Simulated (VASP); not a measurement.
Band structure of Cd (hcp). Level of theory: LDA (Ceperley-Alder, Perdew-Zunger), VASP's LDA PAW potentials (set 64) (plane waves; VASP 6.6.1).

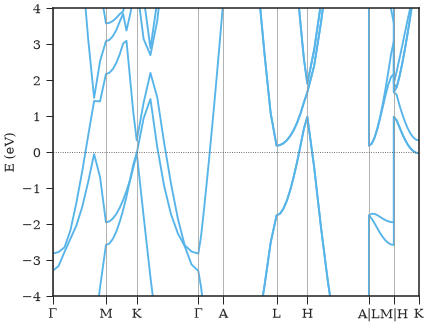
Figure. Bands along high-symmetry lines, zero at the valence-band maximum or, without a gap, the Fermi level

Q: Read the plot: is there a gap, and where are the band edges?

A: It has no gap at this level: it comes out as a metal or semimetal. (Edges off the drawn lines would not show.)

The compound is Cd in the hcp structure. It was relaxed first, which changed the volume by -7 %.
